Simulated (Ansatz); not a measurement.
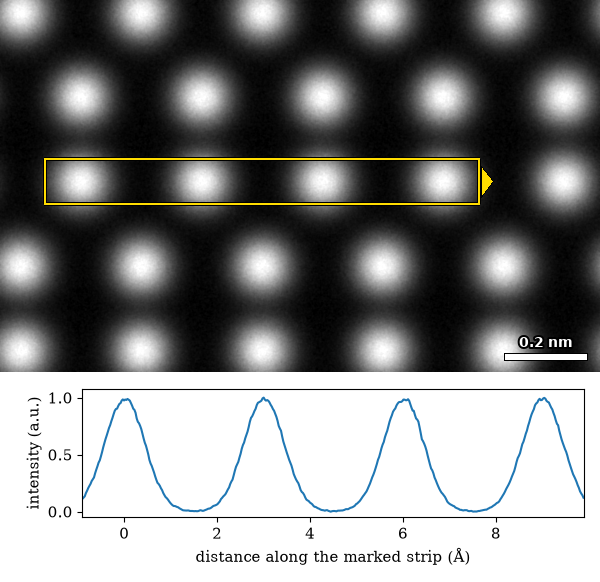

HAADF-like image of Sn (I4_1/amd, No. 141) along [111]. Simulation: incoherent imaging, intensity Z^1.8 per atom, probe width 1.02 Å, thin sample. The probe carries 15 % of its weight in a tail 2.5 times as wide. The display is stretched by a gamma of 0.8; percentages refer to the linear signal. Shot noise was added. Atomic positions: the geometry given to an electronic-structure calculation, possibly off equilibrium.

```cif
data_structure
_symmetry_space_group_name_H-M 'I4_1/amd:1'
_symmetry_Int_Tables_number 141
_cell_length_a 5.9466
_cell_length_b 5.9466
_cell_length_c 3.2122
_cell_angle_alpha 90.000
_cell_angle_beta 90.000
_cell_angle_gamma 90.000
_cell_volume 113.59
loop_
_atom_site_label
_atom_site_type_symbol
_atom_site_symmetry_multiplicity
_atom_site_Wyckoff_symbol
_atom_site_fract_x
_atom_site_fract_y
_atom_site_fract_z
_atom_site_occupancy
Sn1 Sn 4 a 0.50000 0.00000 0.75000 1
```

The curve is the intensity along the marked strip, in the direction of its arrowhead, with zero distance at the first column. Brightness is counted from the darkest point of the image.

Q: List the columns that the line crosses, with their positions.

A:
```
position (Å)  atoms per repeat along the beam  height (% of the highest)
         0.0                             1 Sn                        100
         3.0                             1 Sn                        100
         6.0                             1 Sn                        100
         9.0                             1 Sn                        100
```
